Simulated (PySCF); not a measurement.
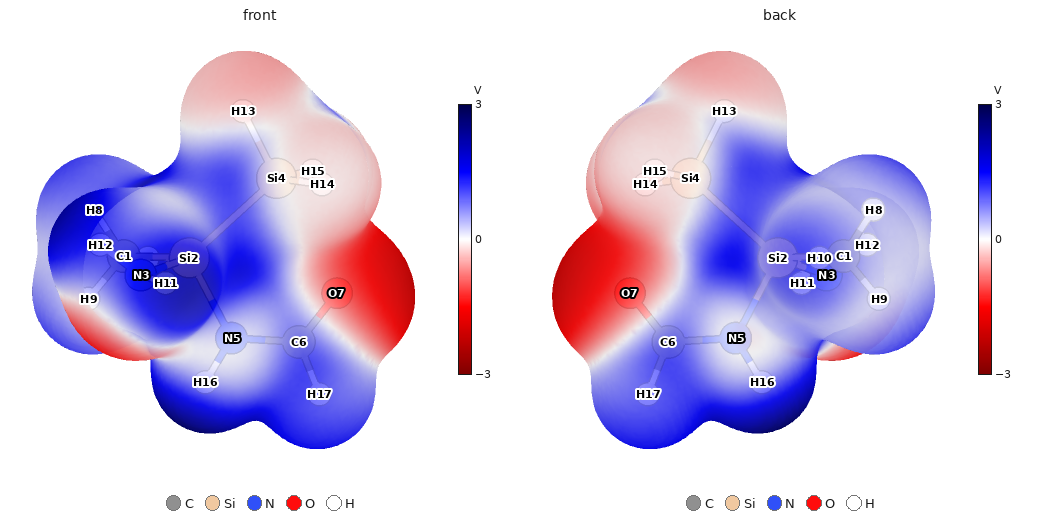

*C$_{2}$H$_{10}$N$_{2}$OSi$_{2}$. The molecular electrostatic potential painted on the density surface at 0.004 e/bohr³, seen from the front and from behind; red is negative and blue positive.*

Geometry: GFN2-xTB.

These are results of PySCF 2.14.0, PBE0/pcSseg-1, SCF density, gas phase, non-relativistic, not measurements.

```xyz
17

C    -0.3372   -2.0183    0.6288
Si    0.2631   -0.3695   -0.1157
N     1.1303   -0.8593   -1.5446
Si    1.0546    1.2946    1.2812
N    -1.1926    0.3338   -0.8792
C    -1.6074    1.5575   -0.5722
O    -1.0707    2.2885    0.2363
H     0.4879   -2.5477    1.0941
H    -0.7613   -2.6725   -0.1282
H    -1.0909   -1.8589    1.3939
H     1.4711   -0.1390   -2.1639
H     1.8502   -1.5548   -1.4289
H     2.3025    0.7532    1.8871
H     1.5160    2.4869    0.5728
H     0.1997    1.5921    2.4247
H    -1.7122   -0.1693   -1.5803
H    -2.5100    1.8950   -1.1159
```

> Describe the electrostatic potential map.

The most negative region (about −2.1 V, or −48 kcal/mol for a unit charge) lies over O7, the most positive (about +2.7 V, or +62 kcal/mol for a unit charge) over H16. O7 is the likeliest acceptor of a hydrogen bond.

> How polar is the molecule by this calculation?

Its dipole moment is 3.87 D.
